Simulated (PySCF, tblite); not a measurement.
# C5H3FN2: dynamics, then NMR shifts on frames, part 2 of 2

tblite 0.8.0 and PySCF 2.14.0. Atoms count from 0.

### Step 4. NMR shieldings: 425 fs, PBE0/pcSseg-1

The job: settings as JSON, then the geometry in Å.

```
{"job": {"kind": "nmr", "xc": "PBE0", "basis": "pcSseg-1", "pop": false}, "charge": 0, "multiplicity": 1}
N      2.901000    -1.558600    -1.162500
C      1.845200    -1.391600    -0.761400
C      0.571000    -1.076300    -0.080000
C      0.368700     0.005100     0.788900
N     -0.877200    -0.181600     1.315400
C     -1.370600    -1.364300     0.889500
F     -2.645000    -1.727600     1.183700
C     -0.464300    -2.031500     0.080100
H      1.061800     0.847300     0.965500
H     -1.308100     0.329800     2.072800
H     -0.521100    -2.943400    -0.456900
```

Method: GIAO PBE0/pcSseg-1 NMR shielding, non-relativistic, gas phase.

The program printed:

```text
coarse grid: 10504 points
cycle   1  E = -401.0071651100  dE =  1.551e+00  |g| = 6.302e-01  |ddm| = 3.385e+00
cycle   2  E = -400.8236387906  dE =  1.835e-01  |g| = 1.130e+00  |ddm| = 1.547e+00
cycle   3  E = -401.0928798142  dE = -2.692e-01  |g| = 1.657e-01  |ddm| = 1.048e+00
cycle   4  E = -401.0971074658  dE = -4.228e-03  |g| = 8.784e-02  |ddm| = 1.759e-01
cycle   5  E = -401.0986902035  dE = -1.583e-03  |g| = 2.380e-02  |ddm| = 8.175e-02
cycle   6  E = -401.0988068215  dE = -1.166e-04  |g| = 6.266e-03  |ddm| = 2.303e-02
cycle   7  E = -401.0988149370  dE = -8.116e-06  |g| = 1.783e-03  |ddm| = 6.462e-03
final grid: 105744 points
cycle   8  E = -401.1499376870  dE = -2.966e-05  |g| = 7.308e-03  |ddm| = 2.869e-02
cycle   9  E = -401.1499235125  dE =  1.417e-05  |g| = 1.128e-02  |ddm| = 1.509e-02
cycle  10  E = -401.1499490808  dE = -2.557e-05  |g| = 1.211e-03  |ddm| = 9.232e-03
cycle  11  E = -401.1499493983  dE = -3.175e-07  |g| = 4.889e-04  |ddm| = 1.486e-03
cycle  12  E = -401.1499494489  dE = -5.064e-08  |g| = 1.876e-04  |ddm| = 5.324e-04
cycle  13  E = -401.1499494545  dE = -5.559e-09  |g| = 7.743e-05  |ddm| = 1.764e-04
cycle  14  E = -401.1499494557  dE = -1.249e-09  |g| = 1.995e-05  |ddm| = 6.476e-05
cycle  15  E = -401.1499494558  dE = -8.424e-11  |g| = 4.675e-06  |ddm| = 2.064e-05
converged SCF energy = -401.1499494558

GIAO shielding tensors (ppm)
atom      isotropic    diamagn.    paramagn.     s11        s22        s33       span
  0 N      -42.236     340.805    -383.042   -219.868   -168.229    261.388    481.256
  1 C       66.796     258.207    -191.411    -47.049    -43.208    290.644    337.693
  2 C       75.775     256.113    -180.338     -0.722     77.695    150.351    151.072
  3 C       65.371     250.301    -184.930    -20.605     75.573    141.145    161.751
  4 N      107.228     327.535    -220.308     46.487     99.534    175.662    129.175
  5 C       30.407     249.383    -218.976    -26.471     49.793     67.899     94.370
  6 F      302.105     468.239    -166.134    208.965    336.133    361.217    152.252
  7 C       86.324     252.371    -166.047     32.874     61.812    164.285    131.412
  8 H       23.954      30.038      -6.084     20.665     24.092     27.106      6.441
  9 H       24.021      29.869      -5.848     18.283     23.214     30.567     12.284
 10 H       25.565      29.812      -4.248     22.523     26.616     27.555      5.031
```

Run time: 12 s. Hardware: 1 thread of INTEL XEON PLATINUM 8581C at 2.10GHz, shared host; peak memory 0.73 GiB.

Key values: δ C5 156.5, C3 121.6, C1 120.1, C2 111.2, H8 7.76, H9 7.70 ppm.

### Step 5. NMR shieldings: 625 fs, PBE0/pcSseg-1

The job: settings as JSON, then the geometry in Å.

```
{"job": {"kind": "nmr", "xc": "PBE0", "basis": "pcSseg-1", "pop": false}, "charge": 0, "multiplicity": 1}
N      2.863100    -1.996600    -1.323100
C      1.988100    -1.626400    -0.700400
C      0.984900    -1.321700     0.199700
C      0.820900    -0.078400     0.781900
N     -0.400800    -0.026700     1.290800
C     -0.994300    -1.284600     1.127700
F     -2.237300    -1.580300     1.671400
C     -0.184900    -2.164200     0.421800
H      1.422400     0.786500     0.565200
H     -0.870100     0.753700     1.655400
H     -0.455500    -3.139300     0.122300
```

With the program's defaults for keys left out, this is: GIAO PBE0/pcSseg-1 NMR shielding, non-relativistic, gas phase.

The program printed:

```text
coarse grid: 10504 points
cycle   1  E = -400.9956995421  dE =  1.641e+00  |g| = 6.399e-01  |ddm| = 3.399e+00
cycle   2  E = -400.7898325318  dE =  2.059e-01  |g| = 1.176e+00  |ddm| = 1.661e+00
cycle   3  E = -401.0880620325  dE = -2.982e-01  |g| = 1.500e-01  |ddm| = 1.117e+00
cycle   4  E = -401.0910119988  dE = -2.950e-03  |g| = 9.354e-02  |ddm| = 1.710e-01
cycle   5  E = -401.0928181533  dE = -1.806e-03  |g| = 2.458e-02  |ddm| = 8.796e-02
cycle   6  E = -401.0929397034  dE = -1.216e-04  |g| = 7.130e-03  |ddm| = 2.286e-02
cycle   7  E = -401.0929507699  dE = -1.107e-05  |g| = 2.048e-03  |ddm| = 7.636e-03
cycle   8  E = -401.0929517348  dE = -9.649e-07  |g| = 5.238e-04  |ddm| = 2.211e-03
final grid: 105744 points
cycle   9  E = -401.1438172985  dE = -3.052e-05  |g| = 7.368e-03  |ddm| = 3.168e-02
cycle  10  E = -401.1438083880  dE =  8.910e-06  |g| = 1.054e-02  |ddm| = 1.479e-02
cycle  11  E = -401.1438289008  dE = -2.051e-05  |g| = 1.319e-03  |ddm| = 8.132e-03
cycle  12  E = -401.1438291886  dE = -2.878e-07  |g| = 4.162e-04  |ddm| = 1.347e-03
cycle  13  E = -401.1438292163  dE = -2.762e-08  |g| = 2.087e-04  |ddm| = 4.266e-04
cycle  14  E = -401.1438292249  dE = -8.623e-09  |g| = 5.585e-05  |ddm| = 1.893e-04
cycle  15  E = -401.1438292255  dE = -6.170e-10  |g| = 2.000e-05  |ddm| = 5.813e-05
converged SCF energy = -401.1438292255

GIAO shielding tensors (ppm)
atom      isotropic    diamagn.    paramagn.     s11        s22        s33       span
  0 N      -46.363     340.683    -387.046   -210.242   -157.969    229.122    439.365
  1 C       68.018     255.319    -187.301    -49.232    -41.505    294.792    344.024
  2 C       84.760     260.760    -176.000     13.028     81.142    160.111    147.083
  3 C       67.876     251.046    -183.171    -20.883     72.253    152.257    173.140
  4 N      106.224     327.722    -221.498     40.595    101.315    176.762    136.167
  5 C       18.833     249.083    -230.249    -48.421     42.570     62.351    110.773
  6 F      284.864     469.387    -184.523    189.570    324.486    340.537    150.967
  7 C       78.876     252.710    -173.834     14.109     59.464    163.054    148.946
  8 H       24.780      30.895      -6.114     21.564     25.140     27.637      6.073
  9 H       24.716      32.574      -7.859     19.162     23.925     31.061     11.899
 10 H       24.919      30.565      -5.646     22.626     25.662     26.468      3.841
```

It took 12 s on 1 thread of INTEL XEON PLATINUM 8581C at 2.10GHz, shared host; peak memory 0.73 GiB.

Key values: δ C5 168.1, C3 119.0, C1 118.9, C7 108.0, H9 7.00, H8 6.94 ppm.

### Step 6. NMR shieldings: 800 fs, PBE0/pcSseg-1

The job: settings as JSON, then the geometry in Å.

```
{"job": {"kind": "nmr", "xc": "PBE0", "basis": "pcSseg-1", "pop": false}, "charge": 0, "multiplicity": 1}
N      2.635100    -2.295800    -1.029800
C      1.824300    -1.572600    -0.683700
C      0.582000    -0.891800    -0.285300
C      0.303900     0.469100    -0.019700
N     -0.839900     0.564500     0.751700
C     -1.291700    -0.752000     0.893500
F     -2.456600    -1.020200     1.510500
C     -0.458900    -1.677400     0.315800
H      0.799100     1.329100    -0.456200
H     -1.583700     1.169400     0.750300
H     -0.470800    -2.692800     0.266100
```

Method: GIAO PBE0/pcSseg-1 NMR shielding, non-relativistic, gas phase.

The program printed:

```text
coarse grid: 10504 points
cycle   1  E = -400.9890159762  dE =  1.546e+00  |g| = 6.376e-01  |ddm| = 3.360e+00
cycle   2  E = -400.7854815014  dE =  2.035e-01  |g| = 1.164e+00  |ddm| = 1.461e+00
cycle   3  E = -401.0762093732  dE = -2.907e-01  |g| = 1.665e-01  |ddm| = 9.939e-01
cycle   4  E = -401.0804331717  dE = -4.224e-03  |g| = 8.645e-02  |ddm| = 1.599e-01
cycle   5  E = -401.0819345327  dE = -1.501e-03  |g| = 2.493e-02  |ddm| = 7.626e-02
cycle   6  E = -401.0820633491  dE = -1.288e-04  |g| = 7.579e-03  |ddm| = 2.408e-02
cycle   7  E = -401.0820759418  dE = -1.259e-05  |g| = 2.033e-03  |ddm| = 8.071e-03
cycle   8  E = -401.0820768773  dE = -9.354e-07  |g| = 6.295e-04  |ddm| = 2.323e-03
final grid: 105744 points
cycle   9  E = -401.1340570999  dE = -3.067e-05  |g| = 6.431e-03  |ddm| = 2.718e-02
cycle  10  E = -401.1340519897  dE =  5.110e-06  |g| = 8.646e-03  |ddm| = 1.236e-02
cycle  11  E = -401.1340661432  dE = -1.415e-05  |g| = 1.090e-03  |ddm| = 6.729e-03
cycle  12  E = -401.1340663462  dE = -2.030e-07  |g| = 1.975e-04  |ddm| = 9.670e-04
cycle  13  E = -401.1340663506  dE = -4.403e-09  |g| = 1.265e-04  |ddm| = 2.521e-04
cycle  14  E = -401.1340663539  dE = -3.381e-09  |g| = 4.469e-05  |ddm| = 1.286e-04
cycle  15  E = -401.1340663544  dE = -4.068e-10  |g| = 1.554e-05  |ddm| = 3.877e-05
converged SCF energy = -401.1340663544

GIAO shielding tensors (ppm)
atom      isotropic    diamagn.    paramagn.     s11        s22        s33       span
  0 N      -50.382     339.746    -390.129   -222.211   -175.693    246.757    468.968
  1 C       68.305     258.029    -189.724    -46.302    -40.804    292.021    338.323
  2 C       73.836     256.734    -182.898     -8.698     79.234    150.972    159.670
  3 C       61.495     248.511    -187.016    -18.707     60.700    142.491    161.198
  4 N      107.856     326.085    -218.229     34.609    107.918    181.039    146.430
  5 C       19.861     249.525    -229.663    -45.710     38.071     67.223    112.933
  6 F      296.430     469.083    -172.653    209.108    317.020    363.163    154.055
  7 C       79.705     251.787    -172.082     20.108     58.418    160.590    140.482
  8 H       24.721      29.652      -4.931     21.196     24.767     28.201      7.004
  9 H       25.461      32.756      -7.296     20.272     25.115     30.995     10.723
 10 H       26.146      32.320      -6.174     23.658     26.359     28.420      4.762
```

Wall time 12 s (1 thread of INTEL XEON PLATINUM 8581C at 2.10GHz, shared host); peak memory 0.73 GiB.

This run: δ C5 167.1, C3 125.4, C1 118.6, C2 113.1, H8 7.00, H9 6.26 ppm.

### Step 7. Shielding tensors: 1000 fs, PBE0/pcSseg-1

The job: settings as JSON, then the geometry in Å.

```
{"job": {"kind": "nmr", "xc": "PBE0", "basis": "pcSseg-1", "pop": false}, "charge": 0, "multiplicity": 1}
N      2.072600    -2.546500    -1.331900
C      1.249800    -1.968900    -0.839800
C      0.281900    -1.092800    -0.380800
C      0.383800     0.279000    -0.364600
N     -0.658800     0.813000     0.305100
C     -1.368900    -0.212000     0.790700
F     -2.549900     0.059500     1.417800
C     -0.789600    -1.426800     0.532600
H      1.002000     0.948100    -0.935100
H     -0.972300     1.754700     0.507200
H     -0.933600    -2.378100     0.963300
```

With the program's defaults for keys left out, this is: GIAO PBE0/pcSseg-1 NMR shielding, non-relativistic, gas phase.

The program printed:

```text
coarse grid: 10504 points
cycle   1  E = -401.0017331093  dE =  1.780e+00  |g| = 6.266e-01  |ddm| = 3.431e+00
cycle   2  E = -400.8357295278  dE =  1.660e-01  |g| = 1.089e+00  |ddm| = 1.639e+00
cycle   3  E = -401.0884916709  dE = -2.528e-01  |g| = 1.485e-01  |ddm| = 1.085e+00
cycle   4  E = -401.0917599162  dE = -3.268e-03  |g| = 8.264e-02  |ddm| = 1.638e-01
cycle   5  E = -401.0931194045  dE = -1.359e-03  |g| = 2.538e-02  |ddm| = 8.136e-02
cycle   6  E = -401.0932517295  dE = -1.323e-04  |g| = 6.467e-03  |ddm| = 2.463e-02
cycle   7  E = -401.0932606941  dE = -8.965e-06  |g| = 1.888e-03  |ddm| = 7.204e-03
final grid: 105744 points
cycle   8  E = -401.1435707692  dE = -2.990e-05  |g| = 7.340e-03  |ddm| = 3.111e-02
cycle   9  E = -401.1435564120  dE =  1.436e-05  |g| = 1.129e-02  |ddm| = 1.506e-02
cycle  10  E = -401.1435822340  dE = -2.582e-05  |g| = 1.217e-03  |ddm| = 9.358e-03
cycle  11  E = -401.1435825696  dE = -3.357e-07  |g| = 4.304e-04  |ddm| = 1.587e-03
cycle  12  E = -401.1435826096  dE = -3.996e-08  |g| = 1.701e-04  |ddm| = 5.069e-04
cycle  13  E = -401.1435826141  dE = -4.518e-09  |g| = 7.020e-05  |ddm| = 1.708e-04
cycle  14  E = -401.1435826151  dE = -9.609e-10  |g| = 2.186e-05  |ddm| = 6.139e-05
converged SCF energy = -401.1435826151

GIAO shielding tensors (ppm)
atom      isotropic    diamagn.    paramagn.     s11        s22        s33       span
  0 N      -41.232     341.942    -383.174   -210.615   -151.985    238.905    449.519
  1 C       71.667     258.526    -186.858    -41.994    -37.056    294.052    336.046
  2 C       88.089     257.665    -169.576     14.977     84.144    165.147    150.170
  3 C       67.164     248.745    -181.581    -14.629     69.488    146.632    161.261
  4 N      104.150     328.088    -223.938     31.637    109.471    171.342    139.705
  5 C       29.290     248.872    -219.582    -29.036     50.780     66.126     95.162
  6 F      300.674     469.681    -169.007    208.323    334.731    358.967    150.643
  7 C       87.996     252.629    -164.633     38.277     61.961    163.750    125.473
  8 H       25.202      30.589      -5.387     21.425     25.921     28.261      6.836
  9 H       23.571      30.653      -7.082     18.320     23.176     29.217     10.898
 10 H       25.772      30.524      -4.752     22.814     26.522     27.980      5.166
```

It took 12 s on 1 thread of INTEL XEON PLATINUM 8581C at 2.10GHz, shared host; peak memory 0.73 GiB.

In short: δ C5 157.6, C3 119.8, C1 115.3, C7 98.9, H9 8.15, H8 6.51 ppm.

### Step 8. Side by side: NMR shifts

Shifts (ppm) of some atoms, chosen among heavy atoms and hydrogens apart, with basis size and wall time:

| frame | C5 | C2 | C7 | H9 | H8 | N0 | F6 | functions | time |
| --- | --- | --- | --- | --- | --- | --- | --- | --- | --- |
| 250 fs | 154.9 | 104.0 | 92.0 | 7.95 | 7.17 | 316.1 | -131.6 | 151 | 16 s |
| 425 fs | 156.5 | 111.2 | 100.6 | 7.70 | 7.76 | 310.0 | -131.2 | 151 | 12 s |
| 625 fs | 168.1 | 102.2 | 108.0 | 7.00 | 6.94 | 314.1 | -113.9 | 151 | 12 s |
| 800 fs | 167.1 | 113.1 | 107.2 | 6.26 | 7.00 | 318.1 | -125.5 | 151 | 12 s |
| 1000 fs | 157.6 | 98.8 | 98.9 | 8.15 | 6.51 | 309.0 | -129.7 | 151 | 12 s |

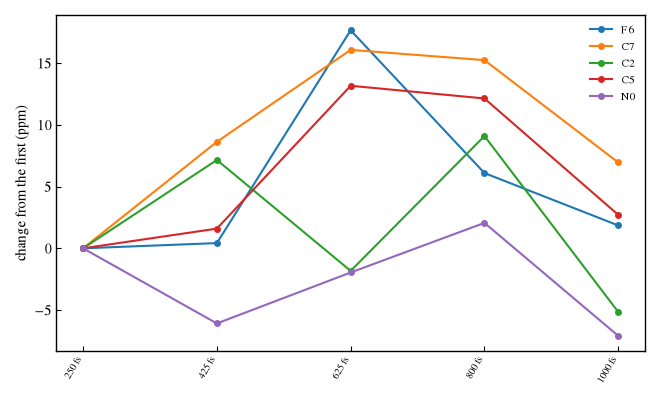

How five of the tabulated atoms move from run to run.

### Step 9. Results

The summary covers parts 1 to 2.

```
                                        quantity                                 value
                                      thermostat                                 400 K
                   mean temperature, second half                                 454 K
         mean potential energy above the minimum                               0.57 eV
  13C shifts against TMS (PBE0/pcSseg-1, 250 fs)  154.9, 121.0, 117.7, 104.0, 92.0 ppm
   1H shifts against TMS (PBE0/pcSseg-1, 250 fs)                  7.95, 7.17, 6.21 ppm
  15N shifts against NH3 (PBE0/pcSseg-1, 250 fs)                      316.1, 164.0 ppm
19F shifts against CFCl3 (PBE0/pcSseg-1, 250 fs)                            -131.6 ppm
           surface potential, 1st and 99th percentile                    -1.86 V and 2.89 V
                        range of the shift of F6                  -131.6 to -113.9 ppm
```

In words: In the second half the potential energy averages 0.57 eV above the minimum; equipartition over 27 harmonic modes at 400 K would give 0.47 eV. With 11 atoms the temperature swings widely (236 to 659 K). Shifts at one fixed geometry are not the observed spectrum, which averages over the motion. In the first frame run (250 fs): The largest span, 467 ppm, is at N0, where the paramagnetic term is -389 ppm. NICS(1)zz of -26 ppm above the planar ring from C2 marks a diatropic (aromatic) ring current. By nearest atom (PBE0/pcSseg-1), the HOMO sits on C3 29 %; C5 23 % and the LUMO on C3 27 %; N0 17 %. Across the 5 runs the shift of F6 moves most, between -131.6 (250 fs) and -113.9 ppm (625 fs).
